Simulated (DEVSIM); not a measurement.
System: Schottky contact on n-type InP, at 300 K.

| layer (left to right) | material | thickness (μm) | Nd (cm⁻³) | τn (s) | τp (s) |
|---|---|---|---|---|---|
| 1 | InP | 0.510 | 6e16 | 7.9e-8 | 7.9e-8 |

Left contact: Schottky, work function 5.1 eV, emission velocity 2e6 cm/s. Right contact: ohmic. Voltage is applied to the left contact. Recombination: SRH at mid-gap, Auger. Mobility is constant in doping.

Constants are typed, rounded textbook-type inputs, not results; the design itself was drawn at random and stands for no fabricated device. Values at 300 K.

| parameter | InP |
|---|---|
| gap (eV) | 1.344 |
| affinity (eV) | 4.38 |
| permittivity | 12.5 |
| Nc (cm⁻³) | 5.7e17 |
| Nv (cm⁻³) | 1.1e19 |
| μn (cm²/Vs) | 5200 |
| μp (cm²/Vs) | 170 |
| Cn (cm⁶/s) | 9e-31 |
| Cp (cm⁶/s) | 9e-31 |

Simulated with DEVSIM: 1D drift-diffusion, Boltzmann statistics, complete ionisation; no tunnelling, impact ionisation, image-force lowering or self-heating. Metal contacts follow the ideal Schottky-Mott rule: no Fermi-level pinning, no interface dipoles.

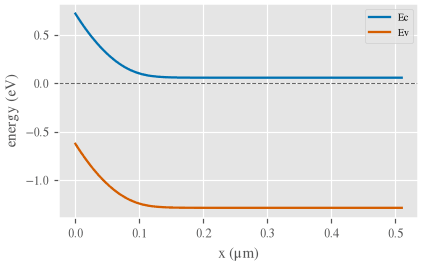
Figure: Band edges at zero bias

Energies count from the Fermi level of the right contact; mesh points crowd at the junctions.

```csv
x (μm),Ec (eV),Ev (eV),n (cm⁻³),p (cm⁻³),field (V/cm)
0.000,0.720,-0.624,460000,3.6e8,-100000
0.006593,0.653,-0.691,6200000,2.7e7,-99000
0.01332,0.588,-0.756,7.6e7,2200000,-94000
0.02321,0.499,-0.845,2.3e9,71000,-85000
0.03789,0.384,-0.960,2.0e11,820,-72000
0.05387,0.280,-1.064,1.1e13,< 1e2,-58000
0.07018,0.196,-1.148,2.9e14,< 1e2,-44000
0.1034,0.096,-1.248,1.4e16,< 1e2,-18000
0.1297,0.068,-1.276,4.1e16,< 1e2,-5300
0.1685,0.059,-1.285,5.8e16,< 1e2,-640
0.2080,0.058,-1.286,6.0e16,< 1e2,-67
0.2845,0.058,-1.286,6.0e16,< 1e2,≈ 0
0.3270,0.058,-1.286,6.0e16,< 1e2,≈ 0
0.3686,0.058,-1.286,6.0e16,< 1e2,≈ 0
0.4068,0.058,-1.286,6.0e16,< 1e2,≈ 0
0.4326,0.058,-1.286,6.0e16,< 1e2,≈ 0
0.4501,0.058,-1.286,6.0e16,< 1e2,≈ 0
0.4673,0.058,-1.286,6.0e16,< 1e2,≈ 0
0.4831,0.058,-1.286,6.0e16,< 1e2,≈ 0
0.4937,0.058,-1.286,6.0e16,< 1e2,≈ 0
0.5022,0.058,-1.286,6.0e16,< 1e2,≈ 0
0.5100,0.058,-1.286,6.0e16,< 1e2,≈ 0
```
